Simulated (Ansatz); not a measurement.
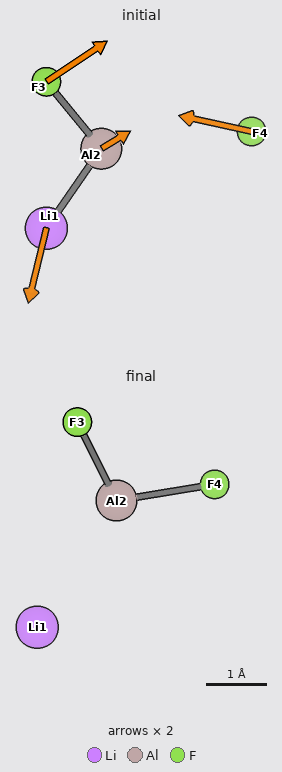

The structure of LiAlF₂ before (top) and after (bottom) a relaxation, at one scale. The orange arrows give the displacements, magnified 2 times.

The picture is a ball-and-stick view, seen at a tilt.

It is one of the separated reactants of a reaction.

Computed with RKS PBE-D4/def2-SVP in Ansatz. Set-up: force threshold 0.03 eV/Å; at most 250 steps.

Summarise the run.

Answer. After 8 geometry steps the energy has fallen by 630.4 kJ/mol. Largest force component: 10 eV/Å at the start, 0.0078 eV/Å at the end. The atom that moves furthest after the best rigid fit is Li1 (0.71 Å). Largest moves by element: Li 0.71 Å, F 0.68 Å, Al 0.30 Å. Some distances before and after: Li1–F3 2.749 → 3.826 Å, Li1–Al2 1.670 → 2.596 Å, Al2–F4 2.596 → 1.698 Å, Al2–F3 1.670 → 1.698 Å. New bonds form, among them: Al2–F4 (2.60 → 1.70 Å). Bonds break, among them: Li1–Al2 (1.67 → 2.60 Å). The run took 7.5 s on 2 threads of Arm Neoverse V2 (shared host).

Limits of the set-up: the start holds two separate molecules, 2.6 Å apart at their closest, whose relative position is a soft coordinate.
